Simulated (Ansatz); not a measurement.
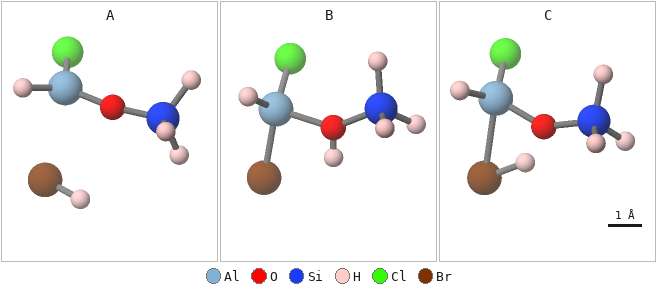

3 geometries from a converged minimum-energy path of AlSiH₅OBrCl, made up at the start of AlSiH₄OCl and HBr, shuffled. The picture is a ball-and-stick view, seen at a tilt.

These are results of RHF/def2-SVP in Ansatz, not measurements. Settings: 7 movable images; climbing image; force threshold 0.05 eV/Å; iteration limit 60; starting path through a guess of the saddle point.

> Which frame is the transition state?

C. In order along the path, whose images run from 0 to 8: A (image 1, +0.01 eV), C (image 3, +0.44 eV), B (image 5, −0.90 eV). Breaking: Br–H (1.41 → 2.93 Å). Forming: Al–Br (3.18 → 2.31 Å), H–O (3.22 → 0.95 Å).

Limits of the set-up: the start holds two separate molecules, 3.0 Å apart at their closest, whose relative position is a soft coordinate and is computed without a dispersion correction; Hartree-Fock leaves out electron correlation.

The run took 4.1 min on 4 threads of Intel(R) Xeon(R) Platinum 8259CL CPU @ 2.50GHz (Skylake/Cascade Lake), on a shared host, peak memory 0.35 GiB.
